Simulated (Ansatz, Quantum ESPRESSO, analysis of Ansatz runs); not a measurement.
## Migration in Na2CrO4 (Cmcm): V_Na hop (3.8 Å), charge −1 (Quantum ESPRESSO)

How high is the barrier when Na changes place in Na2CrO4 (Cmcm)? The case: V_Na hop (3.8 Å), charge −1, in a cell of 56 host atoms with 1 Na taken out.

Main program and level: Quantum ESPRESSO 7.5; Quantum ESPRESSO plane-wave DFT, PBEsol, GBRV 1.5 PBEsol potentials; nudged elastic band between two relaxed defect structures at fixed charge in a uniform background.

## Step 1: Starting point

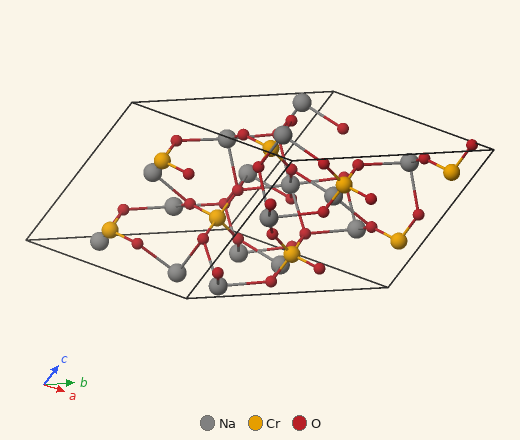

The cell as given, slightly off an axis (sodium grey, chromium orange, oxygen red). Some periodic images of atoms are drawn too.

The cell holds 55 atoms: 15 Na, 8 Cr and 32 O. Cell: a = 11.628 Å, b = 9.203 Å, c = 10.917 Å, α = 70.0°, β = 48.1°, γ = 61.9°. It derives from Na2CrO4 (space group Cmcm). Nearest the centre at fractional (0.359, 0.516, 0.734): O53 at 1.66 Å, Na9 at 1.84 Å, O37 at 2.13 Å, O31 at 2.52 Å, O43 at 2.73 Å, Cr21 at 2.87 Å, Cr20 at 2.98 Å, O24 at 3.05 Å. The cell carries charge −1.

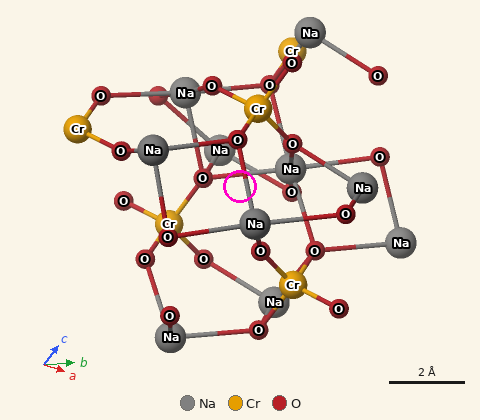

The atoms within 5 Å of the centre. A ring marks the middle of the ideal hop wherever no atom is near it.

The cell's shortest repeat is 9.2 Å.

## Step 2: Relaxation of the start point, charge −1

The ends come first: from an unrelaxed start the top is counted from too high an energy, and the barrier comes out too low. Quantum ESPRESSO starts from the structure that Ansatz relaxed. The charge of −1 is set by the electron count, and a uniform background keeps the cell neutral.

Contents of pw.in:

```
&CONTROL
  calculation = 'relax'
  prefix = 'pwscf'
  outdir = './tmp'
  pseudo_dir = './pseudo'
  tprnfor = .true.
  disk_io = 'low'
  nstep = 70
  forc_conv_thr = 0.00078
  etot_conv_thr = 0.0001
/
&SYSTEM
  ibrav = 0
  nat = 55
  ntyp = 3
  ecutwfc = 40
  ecutrho = 324
  nbnd = 224
  occupations = 'fixed'
  tot_charge = -1
  nosym = .true.
/
&ELECTRONS
  conv_thr = 6d-08
  electron_maxstep = 100
  mixing_beta = 0.5
/
&IONS
  ion_dynamics = 'bfgs'
/
ATOMIC_SPECIES
Na    22.9898 na_pbesol_v1.5.uspp.F.UPF
Cr    51.9961 cr_pbesol_v1.5.uspp.F.UPF
O     15.9990 o_pbesol_v1.2.uspp.F.UPF
CELL_PARAMETERS angstrom
   0.0000000000    9.2109227732    7.0964825921
   5.8593077484    0.0000000000    7.0964825921
   5.8593077484    9.2109227732    0.0000000000
ATOMIC_POSITIONS crystal
Na     0.0315985298    0.2177080101    0.2829987501
Na     0.0326246597    0.2185360903    0.7821552800
Na     0.5312226795    0.7166270001    0.2835382302
Na     0.5318616794    0.7175758603    0.7832277502
Na     0.4596491997    0.2899395401    0.2295487301
Na     0.9653713694    0.7843896301    0.2158863902
Na     0.9798469592    0.7696512703    0.7089327502
Na     0.2483902796    0.7537854601    0.2457074202
Na     0.2558534795    0.7409926002    0.7482645402
Na     0.7454702796    0.2513505301    0.2586814400
Na     0.7413575594    0.2474638503    0.7520418300
Na     0.0088052799    0.4937723100   -0.0045093599
Na    -0.0042281003    0.5011259502    0.4982251201
Na     0.5019275898    0.0083383600   -0.0085575400
Na     0.4981096297    0.0038752902    0.5059601700
Cr     0.1980344198    0.0513774901    0.4480711700
Cr     0.1946997396    0.0492612103    0.9500513300
Cr     0.7002865195    0.5550732102    0.4444802801
Cr     0.6982601793    0.5513908303    0.9481495501
Cr     0.3038206198    0.4457765000    0.0540158001
Cr     0.2966368396    0.4528072902    0.5464999401
Cr     0.8011783394    0.9483651400    0.0509681903
Cr     0.8041404693    0.9452357502    0.5534710402
O      0.1591316698    0.4022722100    0.0965489101
O      0.1501902996    0.4110443302    0.5893547101
O      0.6557372295    0.9062598000    0.0935883902
O      0.6582447093    0.9029639902    0.5972041902
O      0.1497931797    0.9037318100    0.0956359203
O      0.1582362295    0.9047362802    0.5917002202
O      0.6553605096    0.4078468600    0.0948536301
O      0.6642554395    0.4117526502    0.5878673001
O      0.3423360597    0.0935770701    0.4075247600
O      0.3389679896    0.0845268703    0.9129390700
O      0.8463713594    0.5996119402    0.3988531001
O      0.8454907993    0.5906161603    0.9047041601
O      0.3393507496    0.5984115501    0.4003058502
O      0.3474344894    0.5902088103    0.9080996601
O      0.8466386296    0.0907438802    0.4086155700
O      0.8438367994    0.0932399103    0.9054807500
O      0.0285801599    0.2187050200    0.0120343901
O      0.0298804198    0.2173579402    0.5119239300
O      0.5326855896    0.7199334700    0.0093279502
O      0.5312299995    0.7215480902    0.5090445002
O      0.4625770796    0.2862476702    0.4777875701
O      0.4694653094    0.2800537603    1.0024426200
O      0.9714964593    0.7777326202    0.4852710002
O      0.9681267491    0.7810740303    0.9890859502
O      0.2609183395    0.9906091701    0.2799990803
O      0.2581958494    0.9879834403    0.7812146203
O      0.7614117695    0.4905848601    0.2784187901
O      0.7587090394    0.4879317903    0.7826490301
O      0.2356598497    0.5141906301    0.2213106501
O      0.2282975295    0.5216337902    0.7124914801
O      0.7391101997    0.0108185201    0.2179167500
O      0.7525955295   -0.0028977797    0.7189944800
K_POINTS crystal
1
0.25 0.25 0.25 1.0
```

Launch:

```bash
$ OMP_NUM_THREADS=1 mpirun -n 16 pw.x -in pw.in > pw.out
```

The program printed:

```text
[shortened: banners, details of potentials and solvers, and blank lines are left out]
     one sub-group per band group will be used
     scalapack distributed-memory algorithm (size of sub-group:  2*  2 procs)
     bravais-lattice index     =            0
     lattice parameter (alat)  =      21.9730  a.u.
     unit-cell volume          =    5169.1506 (a.u.)^3
     number of atoms/cell      =           55
     number of atomic types    =            3
     number of electrons       =       440.00
     number of Kohn-Sham states=          224
     kinetic-energy cutoff     =      40.0000  Ry
     charge density cutoff     =     324.0000  Ry
     scf convergence threshold =      6.0E-08
     mixing beta               =       0.5000
     number of iterations used =            8  plain     mixing
     energy convergence thresh.=      1.0E-04
     force convergence thresh. =      7.8E-04
     Exchange-correlation= SLA  PW   PSX  PSC
                           (   1   4  10   8   0   0   0)
     nstep                     =           70
     crystal axes: (cart. coord. in units of alat)
               a(1) = (   0.000000   0.792160   0.610313 )
               a(2) = (   0.503914   0.000000   0.610313 )
               a(3) = (   0.503914   0.792160   0.000000 )
     PseudoPot. # 1 for Na read from file:
     na_pbesol_v1.5.uspp.F.UPF
     Pseudo is Ultrasoft, Zval =  9.0
[...]
PseudoPot. # 2 for Cr read from file:
     cr_pbesol_v1.5.uspp.F.UPF
     Pseudo is Ultrasoft + core correction, Zval = 14.0
[...]
PseudoPot. # 3 for O  read from file:
     o_pbesol_v1.2.uspp.F.UPF
     Pseudo is Ultrasoft + core correction, Zval =  6.0
[...]
atomic species   valence    mass     pseudopotential
     Na                9.00    22.98980     Na( 1.00)
     Cr               14.00    51.99610     Cr( 1.00)
     O                 6.00    15.99900     O ( 1.00)
     No symmetry found
     site n.     atom                  positions (alat units)
         1        Na     tau(   1) = (   0.2523130   0.2492114   0.1521551  )
         2        Na     tau(   2) = (   0.5042620   0.6454361   0.1532868  )
         3        Na     tau(   3) = (   0.5039969   0.6454210   0.7615794  )
         4        Na     tau(   4) = (   0.7562754   1.0417613   0.7625485  )
         5        Na     tau(   5) = (   0.2617772   0.5459551   0.4574841  )
         6        Na     tau(   6) = (   0.5040527   0.9357452   1.0679026  )
         7        Na     tau(   7) = (   0.7450786   1.3377838   1.0677423  )
         8        Na     tau(   8) = (   0.5036581   0.3914044   0.6116413  )
[...]
number of k points=     1
                       cart. coord. in units 2pi/alat
        k(    1) = (   0.2480584   0.1577964   0.2048128), wk =   2.0000000
     Dense  grid:   509137 G-vectors     FFT dimensions: ( 125, 100, 120)
     Smooth grid:   176659 G-vectors     FFT dimensions: (  90,  72,  90)
     Check: negative core charge=   -0.000003
     starting charge     430.9034, renormalised to     440.0000
     Self-consistent Calculation
     iteration #  1     ecut=    40.00 Ry     beta= 0.50
     total energy              =   -3854.05905657 Ry
     estimated scf accuracy    <      21.38162374 Ry
     iteration #  2     ecut=    40.00 Ry     beta= 0.50
     total energy              =   -3845.75854725 Ry
     estimated scf accuracy    <     191.39054415 Ry
     iteration #  3     ecut=    40.00 Ry     beta= 0.50
     total energy              =   -3864.52337865 Ry
     estimated scf accuracy    <       1.57922608 Ry
[...]
estimated scf accuracy    <       0.00000130 Ry
     iteration # 21     ecut=    40.00 Ry     beta= 0.50
     total energy              =   -3864.70150593 Ry
     estimated scf accuracy    <       0.00000038 Ry
     iteration # 22     ecut=    40.00 Ry     beta= 0.50
     total energy              =   -3864.70150594 Ry
     estimated scf accuracy    <       0.00000017 Ry
     iteration # 23     ecut=    40.00 Ry     beta= 0.50
     End of self-consistent calculation
          k = 0.2481 0.1578 0.2048 ( 22094 PWs)   bands (ev):
   -69.0423 -69.0418 -69.0190 -68.9246 -68.9219 -68.8518 -68.8504 -68.7985
   -46.3393 -46.3376 -46.3321 -46.3319 -46.2238 -46.2213 -46.1729 -45.6664
   -45.6660 -45.6650 -45.6644 -45.6430 -45.6407 -45.6012 -45.6005 -40.6372
   -40.6367 -40.6148 -40.6144 -40.6095 -40.5914 -40.5749 -40.5743 -40.5492
   -40.5208 -40.5178 -40.4993 -40.4967 -40.4564 -40.4552 -40.4446 -40.4417
   -40.4278 -40.4265 -40.3842 -40.3783 -40.3768 -40.3584 -40.3495 -18.4564
   -18.4550 -18.4543 -18.4525 -18.4509 -18.4491 -18.4481 -18.4477 -18.4262
   -18.4244 -18.4219 -18.4209 -18.3445 -18.3422 -18.3363 -18.3336 -18.3213
[...]
highest occupied, lowest unoccupied level (ev):     2.5850    5.4318
!    total energy              =   -3864.70150592 Ry
     estimated scf accuracy    <       0.00000005 Ry
     The total energy is the sum of the following terms:
     one-electron contribution =   -2704.26465562 Ry
     hartree contribution      =    1491.61226401 Ry
     xc contribution           =    -618.46799127 Ry
     ewald contribution        =   -2033.58112304 Ry
     convergence has been achieved in  23 iterations
     Forces acting on atoms (cartesian axes, Ry/au):
     atom    1 type  1   force =    -0.00002068    0.00027709    0.00002732
     atom    2 type  1   force =    -0.00002552   -0.00022604    0.00014541
     atom    3 type  1   force =    -0.00003038   -0.00018336   -0.00008724
     atom    4 type  1   force =    -0.00002960    0.00024423    0.00001785
     atom    5 type  1   force =     0.00043211    0.00011438   -0.00000559
     atom    6 type  1   force =    -0.00002728   -0.00011248    0.00003314
     atom    7 type  1   force =    -0.00038899    0.00017318    0.00000350
     atom    8 type  1   force =    -0.00000913   -0.00000572    0.00032445
[...]
Total force =     0.021141     Total SCF correction =     0.000784
     BFGS Geometry Optimization
     Energy error            =      4.5E-04 Ry
     Gradient error          =      4.1E-03 Ry/Bohr
     number of scf cycles    =   1
     number of bfgs steps    =   0
     energy             new  =   -3864.7015059218 Ry
     new trust radius        =       0.0048757749 bohr
     new conv_thr            =       0.0000000600 Ry
ATOMIC_POSITIONS (crystal)
Na               0.0316084418        0.2177001354        0.2830047571
Na               0.0326247406        0.2185468525        0.7821422128
[...]
total energy              =   -3864.70171835 Ry
     estimated scf accuracy    <       0.00001991 Ry
[...]
estimated scf accuracy    <       0.00000039 Ry
     iteration #  8     ecut=    40.00 Ry     beta= 0.50
     total energy              =   -3864.70172065 Ry
     estimated scf accuracy    <       0.00000010 Ry
     iteration #  9     ecut=    40.00 Ry     beta= 0.50
     total energy              =   -3864.70172066 Ry
     estimated scf accuracy    <       0.00000008 Ry
     iteration # 10     ecut=    40.00 Ry     beta= 0.50
[...]
k = 0.2481 0.1578 0.2048 ( 22094 PWs)   bands (ev):
   -69.0498 -69.0491 -69.0260 -68.9303 -68.9276 -68.8576 -68.8564 -68.8068
   -46.3382 -46.3367 -46.3272 -46.3271 -46.2217 -46.2191 -46.1695 -45.6619
   -45.6613 -45.6604 -45.6598 -45.6357 -45.6333 -45.5960 -45.5953 -40.6418
   -40.6411 -40.6188 -40.6182 -40.6138 -40.5946 -40.5802 -40.5793 -40.5546
   -40.5237 -40.5208 -40.5009 -40.4983 -40.4570 -40.4559 -40.4490 -40.4461
   -40.4300 -40.4289 -40.3894 -40.3840 -40.3828 -40.3638 -40.3552 -18.4552
   -18.4535 -18.4528 -18.4510 -18.4467 -18.4458 -18.4434 -18.4432 -18.4253
   -18.4237 -18.4173 -18.4164 -18.3425 -18.3400 -18.3344 -18.3315 -18.3195
[...]
highest occupied, lowest unoccupied level (ev):     2.5844    5.4156
!    total energy              =   -3864.70172062 Ry
     estimated scf accuracy    <       0.00000005 Ry
[...]
convergence has been achieved in  10 iterations
     Forces acting on atoms (cartesian axes, Ry/au):
     atom    1 type  1   force =    -0.00001886    0.00023925    0.00002457
     atom    2 type  1   force =    -0.00001932   -0.00028835    0.00012773
     atom    3 type  1   force =    -0.00002243   -0.00023409   -0.00008929
     atom    4 type  1   force =    -0.00002900    0.00019635    0.00001440
     atom    5 type  1   force =     0.00042239    0.00012837    0.00000055
     atom    6 type  1   force =    -0.00002841   -0.00008910    0.00002868
     atom    7 type  1   force =    -0.00038724    0.00019591    0.00000768
     atom    8 type  1   force =    -0.00000501   -0.00003818    0.00030821
[...]
Total force =     0.005644     Total SCF correction =     0.000549
[...]
number of scf cycles    =   2
     number of bfgs steps    =   1
     energy             old  =   -3864.7015059218 Ry
     energy             new  =   -3864.7017206168 Ry
     CASE: energy            _new < energy            _old
     new trust radius        =       0.0024075326 bohr
[...]
ATOMIC_POSITIONS (crystal)
Na               0.0316174032        0.2176930700        0.2830100613
Na               0.0326221957        0.2185592704        0.7821279656
Na               0.5312063637        0.7166299784        0.2835303797
Na               0.5318784894        0.7175615014        0.7832367413
Na               0.4596169045        0.2899714312        0.2295951232
Na               0.9653703572        0.7843953329        0.2158755931
Na               0.9798936303        0.7696054283        0.7089075103
Na               0.2484136510        0.7538099795        0.2456815868
[...]
Self-consistent Calculation
[...]
k = 0.2481 0.1578 0.2048 ( 22094 PWs)   bands (ev):
[...]
highest occupied, lowest unoccupied level (ev):     2.5834    5.4140
!    total energy              =   -3864.70172733 Ry
[...]
convergence has been achieved in  12 iterations
     Forces acting on atoms (cartesian axes, Ry/au):
[...]
Total force =     0.004777     Total SCF correction =     0.000083
[...]
number of scf cycles    =   3
     number of bfgs steps    =   2
     energy             old  =   -3864.7017206168 Ry
     energy             new  =   -3864.7017273326 Ry
     CASE: energy            _new < energy            _old
     new trust radius        =       0.0009290171 bohr
[...]
ATOMIC_POSITIONS (crystal)
[...]
Self-consistent Calculation
     iteration #  1     ecut=    40.00 Ry     beta= 0.50
     total energy              =   -3864.70173491 Ry
     estimated scf accuracy    <       0.00000174 Ry
     iteration #  2     ecut=    40.00 Ry     beta= 0.50
     total energy              =   -3864.70173462 Ry
     estimated scf accuracy    <       0.00000532 Ry
     iteration #  3     ecut=    40.00 Ry     beta= 0.50
     total energy              =   -3864.70173526 Ry
     estimated scf accuracy    <       0.00000079 Ry
[...]
estimated scf accuracy    <       0.00000002 Ry
     iteration #  8     ecut=    40.00 Ry     beta= 0.50
     total energy              =   -3864.70173539 Ry
     estimated scf accuracy    <       0.00000001 Ry
     iteration #  9     ecut=    40.00 Ry     beta= 0.50
     total energy              =   -3864.70173539 Ry
     estimated scf accuracy    <          8.8E-10 Ry
     iteration # 10     ecut=    40.00 Ry     beta= 0.50
     End of self-consistent calculation
          k = 0.2481 0.1578 0.2048 ( 22094 PWs)   bands (ev):
   -69.0508 -69.0500 -69.0259 -68.9306 -68.9280 -68.8574 -68.8563 -68.8073
   -46.3379 -46.3365 -46.3284 -46.3284 -46.2222 -46.2198 -46.1705 -45.6597
   -45.6592 -45.6584 -45.6577 -45.6359 -45.6336 -45.5951 -45.5944 -40.6428
   -40.6420 -40.6205 -40.6197 -40.6136 -40.5954 -40.5804 -40.5794 -40.5535
   -40.5239 -40.5211 -40.5021 -40.4996 -40.4581 -40.4571 -40.4482 -40.4454
   -40.4306 -40.4296 -40.3903 -40.3819 -40.3808 -40.3639 -40.3558 -18.4550
   -18.4534 -18.4526 -18.4509 -18.4477 -18.4465 -18.4445 -18.4445 -18.4251
   -18.4235 -18.4185 -18.4176 -18.3429 -18.3406 -18.3348 -18.3321 -18.3200
[...]
highest occupied, lowest unoccupied level (ev):     2.5837    5.4148
!    total energy              =   -3864.70173539 Ry
     estimated scf accuracy    <          5.3E-10 Ry
     The total energy is the sum of the following terms:
     one-electron contribution =   -2701.31133116 Ry
     hartree contribution      =    1490.12275558 Ry
     xc contribution           =    -618.40619734 Ry
     ewald contribution        =   -2035.10696246 Ry
     convergence has been achieved in  10 iterations
     Forces acting on atoms (cartesian axes, Ry/au):
     atom    1 type  1   force =    -0.00001713    0.00019876    0.00001921
     atom    2 type  1   force =    -0.00002175   -0.00020737    0.00009539
     atom    3 type  1   force =    -0.00002066   -0.00016381   -0.00006482
     atom    4 type  1   force =    -0.00002700    0.00015606    0.00001218
     atom    5 type  1   force =     0.00041433    0.00010002   -0.00000211
     atom    6 type  1   force =    -0.00002995   -0.00007217    0.00001966
     atom    7 type  1   force =    -0.00037882    0.00016237    0.00000661
     atom    8 type  1   force =    -0.00000396   -0.00001958    0.00025225
[...]
Total force =     0.002071     Total SCF correction =     0.000084
     Energy error            =      8.1E-06 Ry
     Gradient error          =      5.7E-04 Ry/Bohr
     bfgs converged in   4 scf cycles and   3 bfgs steps
     (criteria: energy <  1.0E-04 Ry, force <  7.8E-04 Ry/Bohr)
     End of BFGS Geometry Optimization
     Final energy             =   -3864.7017353935 Ry
Begin final coordinates
ATOMIC_POSITIONS (crystal)
Na               0.0316240158        0.2176877806        0.2830140290
Na               0.0326215259        0.2185665765        0.7821190805
Na               0.5312012663        0.7166305121        0.2835281499
Na               0.5318842828        0.7175565437        0.7832395862
Na               0.4596036769        0.2899846365        0.2296132670
Na               0.9653695482        0.7843976618        0.2158711153
Na               0.9799120865        0.7695874414        0.7088969640
Na               0.2484217812        0.7538188109        0.2456724059
[...]
End final coordinates
   JOB DONE.
```

Elapsed: 5.1 min, on 16 MPI ranks of Arm Neoverse N1, shared host; peak memory 3.4 GiB; 82 min of CPU time.

No atom moved by 0.005 Å in the relaxation.

Neighbours of Na9 at the end:

```
atom  distance (Å)
 O37         2.353
 O53         2.374
 O29         2.386
 O43         2.388
 O49         2.433
 O47         2.445
 Na4         3.380
 Na7         3.394
```

Numbers from this step:

| Quantity | Value |
| --- | --- |
| highest filled level | 2.584 eV |
| lowest empty level | 5.415 eV |
| r.m.s. move of the farther half of the atoms | 0.05303 Å |
| largest move from the ideal geometry of this structure, a common shift of the far atoms taken out | 0.1650 Å |

The relaxation gained 0.003 eV and ended with a largest force component of 0.015 eV/Å.

[end of part 1 of 3]

[Logs are printed without paths, hosts, clocks, repeated set-up lines and the standing remarks that a program may print on its own settings, such as how far it seeks lower states.]

[Hosts, paths, dates, database ids (printed as entryN), source tags and the programs' standing remarks are cut or masked in the printed files.]
